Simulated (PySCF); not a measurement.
# BF$_{4}$Li, SMILES `[Li+].F[B-](F)(F)F`: electronic structure

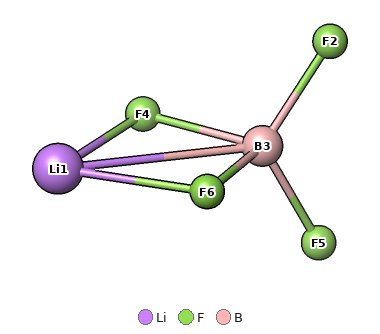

The molecule, with its atoms numbered as below.

Cartesian coordinates (Å):

```
Li1     -1.9947    0.0035   -0.0014
F2       1.0029    1.1060    0.0544
B3       0.2709   -0.0018   -0.0038
F4      -0.6885    0.0832   -1.1152
F5       0.9062   -1.1717   -0.0445
F6      -0.7063   -0.0176    1.1079
```

### 1. Bonding charge

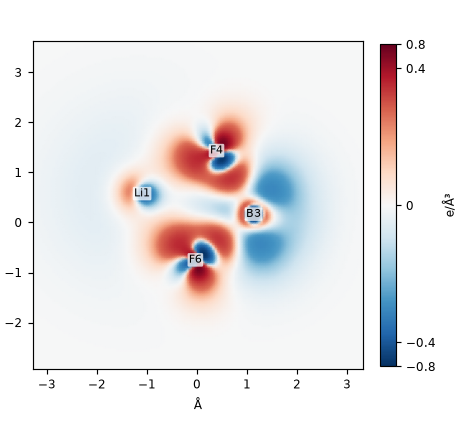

Deformation density (molecule less spherical, spin-averaged free atoms) in the plane of Li1, B3, F4 and F6; colour scale in e/Å³, logarithmic beyond ±0.1; red: gain, blue: loss.

PySCF calculation, TPSS/def2-SVP, gas phase; geometry: an unrelaxed start of a pair search. The basis has no diffuse functions, which an anion needs.

**Describe the bonding that the map shows.**

Li1–F6: +0.04 e/Å³ at the bond critical point (bond length 1.70 Å, Mayer order 0.3). Li1–F4: +0.04 e/Å³ at the bond critical point (bond length 1.72 Å, Mayer order 0.3). B3–F4: +0.04 e/Å³ at the bond critical point (bond length 1.47 Å, Mayer order 0.8); up to 0.6 Å beside the axis the gain reaches +0.22 e/Å³. B3–F6: +0.03 e/Å³ at the bond critical point (bond length 1.48 Å, Mayer order 0.8); up to 0.6 Å beside the axis the gain reaches +0.21 e/Å³. In all, 1.1 electrons gather in the regions of gain relative to the promolecule. A small or negative value marks a very polar bond, one between electron-rich atoms, whose free-atom densities already overlap strongly, a long bond to a heavier atom, or a closed-shell contact such as a hydrogen bond.

**Where do the Hirshfeld charges lie?**

The highest Hirshfeld charge is on Li1 (+0.57 e), the lowest on F4 and F6 (−0.22 e).

| atom | charge (e) |
| --- | --- |
| Li1 | +0.57 |
| F2 | −0.17 |
| B3 | +0.21 |
| F4 | −0.21 |
| F5 | −0.17 |
| F6 | −0.22 |

### 2. Bond critical points

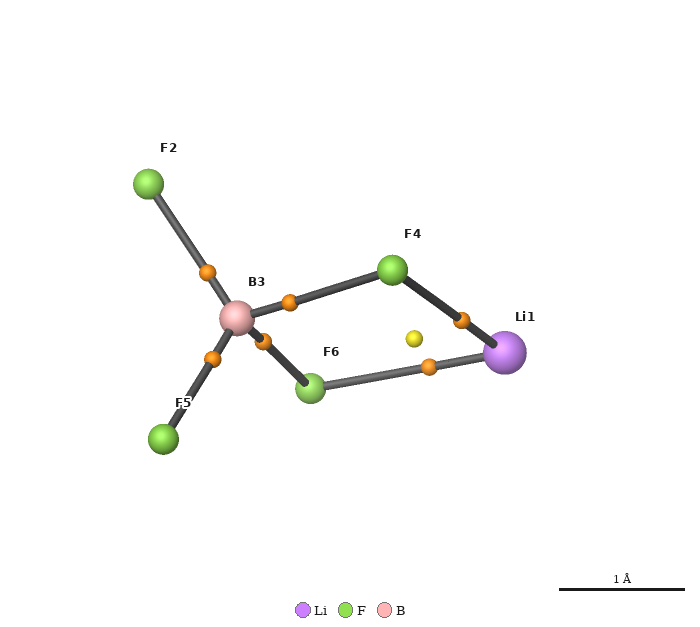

Molecular graph of the electron density (QTAIM): bond paths, bond critical points (orange), ring points (yellow, if any); weak paths are dashed.

**How many critical points of each kind are there, and does the count close?**

6 nuclei, 6 bond, 1 ring and 0 cage critical points: 6 − 6 + 1 − 0 = 1, as the Poincaré–Hopf relation requires.

**Give the properties at the bond critical points.**

```tsv
bond	length (Å)	ρ (a.u.)	∇²ρ (a.u.)	ε	H (a.u.)
F2–B3	1.329	0.193	+1.31	0.02	−0.096
B3–F5	1.332	0.191	+1.29	0.02	−0.096
B3–F4	1.471	0.129	+0.63	0.03	−0.075
B3–F6	1.480	0.126	+0.60	0.03	−0.075
Li1–F6	1.700	0.049	+0.41	0.04	+0.020
Li1–F4	1.718	0.046	+0.39	0.06	+0.018
```

**What kind of interaction is Li1–F6?**

Closed-shell (ionic, hydrogen-bonded or van der Waals): ρ = 0.049, ∇²ρ = +0.41, H = +0.020 a.u.

### 3. Local ionisation energy

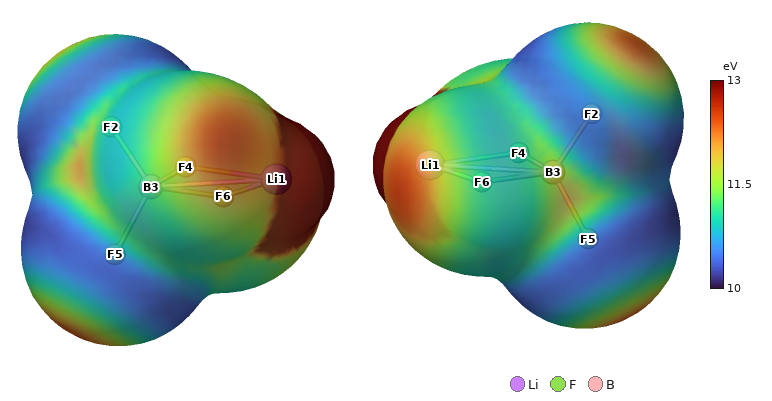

Average local ionisation energy on the surface of electron density 0.001 a.u. (back view left, front view right).

**Where are the most loosely bound electrons on this surface?**

The lowest value is 10.2 eV, 1.7 Å from F5. For comparison, the highest occupied orbital lies at −8.1 eV.

**What volume does the surface enclose, and what is the dipole moment?**

About 68 Å³; the dipole moment is 6.8 D.
